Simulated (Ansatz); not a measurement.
# SiCNClF2 (SMILES N#C[Si](F)(F)Cl): HF/cc-pVDZ

What is the energy change on altering one bond length of SiCNClF2 at HF/cc-pVDZ? 

Program for the calculation: Ansatz 0.2.0.

134 further runs of the same task are left out: 4 that didn't finish, 130 set aside as unsound or not needed. Runs told in other sessions of the task aren't counted.

## Step 1: The structure to begin with

The species is SiCNClF2 (6 atoms), meant as a singlet with charge 0. As SMILES, `N#C[Si](F)(F)Cl`. The shape is that of a PBE0-D4/def2-TZVP optimisation.

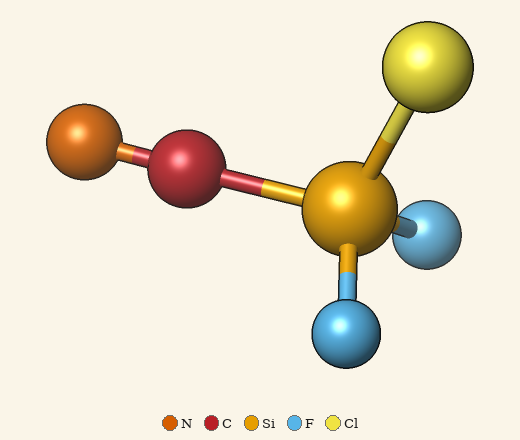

The structure, seen from a chosen angle (nitrogen orange, carbon red, silicon amber, fluorine blue, chlorine yellow).

## Step 2: The energy at HF/cc-pVDZ

job.yaml

```yaml
crystal:
  periodic: [false, false, false]
  atoms:
    - {symbol: N, position_ang: [1.925400, -1.092200, 1.077400]}
    - {symbol: C, position_ang: [1.030100, -0.609300, 0.540000]}
    - {symbol: Si, position_ang: [-0.394400, 0.176700, -0.290300]}
    - {symbol: F, position_ang: [-1.487900, -0.920300, -0.527700]}
    - {symbol: F, position_ang: [0.087600, 0.719200, -1.679000]}
    - {symbol: Cl, position_ang: [-1.118900, 1.661900, 0.833400]}
basis:
  gaussian:
    orbitals: cc-pVDZ
magnetization:
  spin_polarized: false
  initial_magnetization: 0
hamiltonian:
  xc: hf
accuracy: high
output: {orbitals: {seedname: orbitals}}
```

Command:

```
ansatz run job.yaml --threads 1 --pin off --max-ram 3480MiB --events-out events.jsonl --progress --plain --runs-dir runs
```

Output:

```text
Warning: RAYON_NUM_THREADS=1 ignored (pool sized by the plan → 1); use --threads N
Functional definition: HF
  name "HF"
  exchange = exact_x
  correlation = 0
1986 factors; integrals over basis functions are off by at most 3.1e-9 eV
mean field evaluation 1: about -28290.0757 eV, gradient 4.2e1 eV
mean field evaluation 2: about -28290.7045 eV, gradient 4.3e1 eV
mean field evaluation 4: about -28294.6171 eV, gradient 4.3e0 eV
mean field evaluation 8: about -28294.7070 eV, gradient 6.1e-1 eV
mean field evaluation 16: about -28294.7080 eV, gradient 2.1e-8 eV
mean field -28294.70804301 eV, -1039.8113417387 hartree, gradient 2.1e-8 eV, S^2 0.000000; 0 other end points of the search recorded, 0 dependent functions left out
reference -28294.70804301 eV, -1039.8113417387 hartree; 31, 31 occupied and 61, 61 virtual orbitals, 1986 factors
Total energy: -28294.70804301 eV, -1039.8113417387 hartree
```

Run time: 5.1 s. Hardware: 1 thread of Arm Neoverse V1, shared host; peak memory 0.28 GiB.

## Step 3: The distorted shape, same level

input.yaml

```yaml
crystal:
  periodic: [false, false, false]
  atoms:
    - {symbol: N, position_ang: [1.539796, -1.526205, 2.188372]}
    - {symbol: C, position_ang: [0.644496, -1.043305, 1.650972]}
    - {symbol: Si, position_ang: [-0.780004, -0.257305, 0.820672]}
    - {symbol: F, position_ang: [-1.873504, -1.354305, 0.583272]}
    - {symbol: F, position_ang: [0.087600, 0.719200, -1.679000]}
    - {symbol: Cl, position_ang: [-1.504504, 1.227895, 1.944372]}
basis:
  gaussian:
    orbitals: cc-pVDZ
hamiltonian:
  xc: hf
accuracy: high
output: {orbitals: {seedname: orbitals}}
```

Command:

```
ansatz run input.yaml --threads 1 --pin off --max-ram 3480MiB --events-out events.jsonl --progress --plain --runs-dir runs
```

Output:

```text
Warning: RAYON_NUM_THREADS=1 ignored (pool sized by the plan → 1); use --threads N
Functional definition: HF
  name "HF"
  exchange = exact_x
  correlation = 0
1936 factors; integrals over basis functions are off by at most 3.1e-9 eV
mean field evaluation 1: about -28280.6221 eV, gradient 5.4e1 eV
mean field evaluation 2: about -28281.1656 eV, gradient 5.5e1 eV
mean field evaluation 4: about -28288.2359 eV, gradient 6.7e0 eV
mean field evaluation 8: about -28288.4525 eV, gradient 1.3e0 eV
mean field evaluation 16: about -28288.4597 eV, gradient 1.5e-8 eV
mean field -28288.45972883 eV, -1039.5817204278 hartree, gradient 1.7e-8 eV, S^2 0.000000; 0 other end points of the search recorded, 0 dependent functions left out
reference -28288.45972883 eV, -1039.5817204278 hartree; 31, 31 occupied and 61, 61 virtual orbitals, 1936 factors
Total energy: -28288.45972883 eV, -1039.5817204278 hartree
```

Run time: 5.1 s. Hardware: 1 thread of Arm Neoverse V1, shared host; peak memory 0.28 GiB.

## Step 4: What came out

Level: HF/cc-pVDZ.

```
                                                          quantity           value
                                         first shape: total energy  -1039.81134 Eh
                                          first shape: HOMO energy       -13.74 eV
                                          first shape: LUMO energy         2.67 eV
                                        first shape: HOMO–LUMO gap        16.41 eV
                                     distorted shape: total energy  -1039.58172 Eh
                                      distorted shape: HOMO energy       -11.88 eV
                                      distorted shape: LUMO energy        -1.79 eV
                                    distorted shape: HOMO–LUMO gap        10.09 eV
energy change with the Si3–F5 bond stretched from 1.567 to 2.820 Å        6.248 eV
```

**Reading.** One bond (distorted shape) is far stretched, which a spin-restricted single reference describes badly; a broken-symmetry solution may lie lower. With the Si3–F5 bond stretched from 1.567 to 2.820 Å the energy rises by 6.25 eV (144 kcal/mol). The first shape isn't relaxed at this level, so the change isn't measured from a minimum. A restricted reference can't describe the breaking bond well at this length.
